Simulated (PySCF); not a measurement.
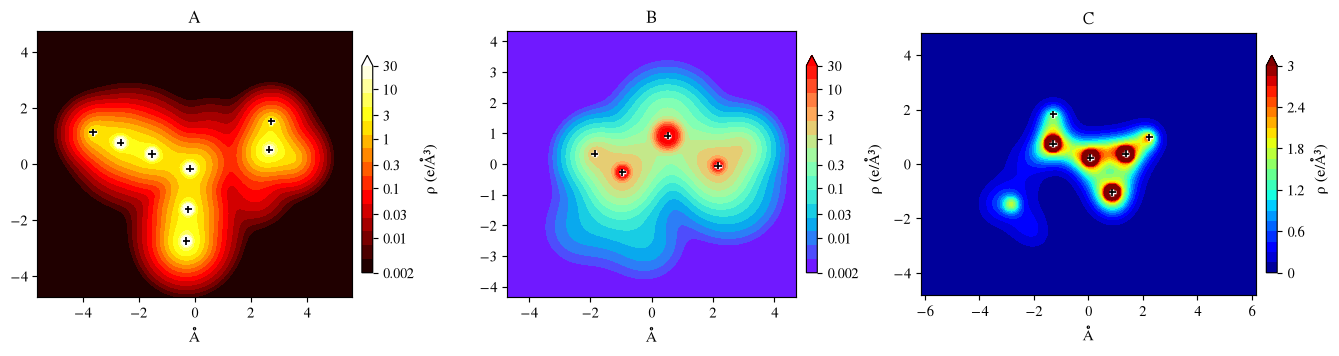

The total electron density of 3 systems, each on a plane through atoms (crosses mark nuclei in the plane).

The calculation used PBE0/pcSseg-1, SCF density, gas phase, non-relativistic in PySCF 2.14.0.

System 1: C$_{3}$H$_{11}$ClSi$_{2}$ (SMILES C[SiH2]C[SiH2]CCl), the plane of atoms Si4, C3 and H13. Geometry: GFN2-xTB.

```xyz
17

C     2.0186   -0.7516   -0.7542
Si    1.2591   -0.7592    0.9812
C     0.1945    0.8106    1.2337
Si   -1.0620    1.2684   -0.1073
C    -2.3703   -0.1164   -0.2981
Cl   -1.6690   -1.5308   -1.1271
H     1.2559   -0.8882   -1.5147
H     2.5314    0.1836   -0.9624
H     2.7398   -1.5556   -0.8657
H     2.3282   -0.7334    1.9947
H     0.4488   -1.9610    1.1992
H    -0.3270    0.7120    2.1862
H     0.8674    1.6597    1.3538
H    -1.8211    2.4686    0.2796
H    -0.4378    1.4792   -1.4149
H    -3.2166    0.2009   -0.9023
H    -2.7470   -0.4750    0.6569
```

System 2: C$_{6}$H$_{8}$N$_{2}$ (SMILES C#C[C@H](C#N)CCN), the plane of atoms C2, C3 and C4. Geometry: GFN2-xTB.

```xyz
16

C     3.0098   -1.1750   -0.9813
C     2.0421   -0.5418   -0.6753
C     0.8703    0.2105   -0.2578
C     1.2078    0.9518    0.9394
N     1.4763    1.5171    1.8955
C    -0.3358   -0.7104    0.0086
C    -1.5939    0.1220    0.2539
N    -1.8753    0.9404   -0.9163
H     3.8552   -1.7245   -1.2700
H     0.5861    0.9285   -1.0386
H    -0.4804   -1.3512   -0.8644
H    -0.1373   -1.3458    0.8739
H    -1.4213    0.7959    1.0980
H    -2.4217   -0.5542    0.5248
H    -2.1604    0.3553   -1.6956
H    -2.6291    1.5902   -0.7253
```

System 3: C$_{7}$H$_{13}$NSi (SMILES C=CCN([SiH3])CC1=CC1), the plane of atoms C6, C7 and C9. Geometry: GFN2-xTB.

```xyz
22

C    -2.1556   -0.4739    1.2024
C    -1.4950    0.5726    0.7440
C    -1.3379    0.8707   -0.7201
N    -0.1281    0.3083   -1.2878
Si   -0.0948   -1.3303   -1.8194
C     1.0880    0.9532   -0.8459
C     1.5208    0.5666    0.5081
C     2.0022    0.8224    1.6883
C     1.6906   -0.6210    1.4137
H    -2.2277   -0.6918    2.2549
H    -2.6573   -1.1580    0.5368
H    -0.9884    1.2444    1.4238
H    -2.1821    0.4505   -1.2706
H    -1.3234    1.9570   -0.8782
H    -1.3362   -1.4924   -2.5769
H     1.0929   -1.4106   -2.6709
H    -0.0193   -2.3653   -0.7790
H     0.9566    2.0430   -0.8925
H     1.8846    0.6742   -1.5462
H     2.3841    1.4990    2.4121
H     2.5002   -1.3226    1.2378
H     0.8151   -1.0767    1.8651
```

Match each panel to its system.

Panel A is system 2, C$_{6}$H$_{8}$N$_{2}$: the plane holds C, N and H. C–N (1.14 Å): ρ at the midpoint is about 3.6 e/Å³. Panel B is system 1, C$_{3}$H$_{11}$ClSi$_{2}$: the plane holds C, Si and H. C–Si (1.89 Å): the density is about 0.9 e/Å³ at the midpoint. Panel C is system 3, C$_{7}$H$_{13}$NSi: the plane holds C and H. C–C (1.30 Å): ρ at the midpoint is about 2.3 e/Å³.
